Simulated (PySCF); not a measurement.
Vertical excitations of a molecule C₂H₈OSi from PySCF with TDDFT-PBE/def2-SVPD, as energy in eV (oscillator strength): 6.35 (0.032), 6.89 (0.009), 7.07 (0.013), 7.48 (0.014), 7.67 (0.023), 7.78 (0.000), 7.82 (0.002), 7.98 (0.055), 8.12 (0.063), 8.32 (0.024). Lowest triplet (TDA): 6.16 eV. Coordinates come from a B3LYP-D3(BJ)/def2-SVP optimisation. The values are those of a single conformer.

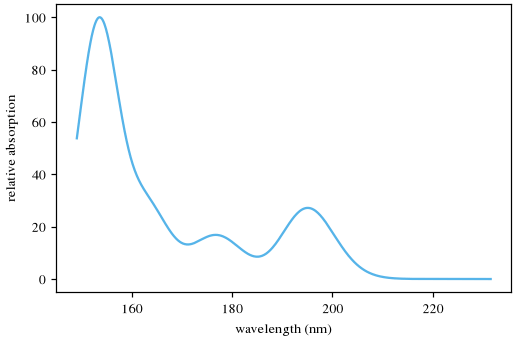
Figure. The lines broadened by 0.4 eV.

Q: Identify the compound among the candidates.
A) CO[SiH2]C
B) C[C@@H](O)[SiH3]
C) C[SiH](C)O
D) C[SiH2]CO

A: C, C[SiH](C)O
